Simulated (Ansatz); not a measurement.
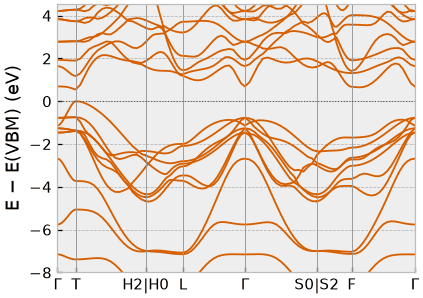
Band structure from r²SCAN+D4 (plane waves, PAW; program Ansatz)

Read off the gap and where the band edges lie.

About 0.6 eV (0.55 eV by a search for the band edges); maximum at T, minimum at T.

The material is GaGeTe in space group R-3m (No. 166; Ga on 6c, Ge on 6c, Te on 6c).

The first step of the workflow began from a Materials Project structure, measured or hypothetical; the Crystallography Open Database copy checked does not list it. Whether it is the stable phase at ambient conditions was not checked. The r²SCAN+D4 relaxation kept the symmetry of its start; whether a distortion lowers the energy is not shown. Spin–orbit coupling is left out wherever it is not named.

Potentials: the later of the program's two PAW sets.
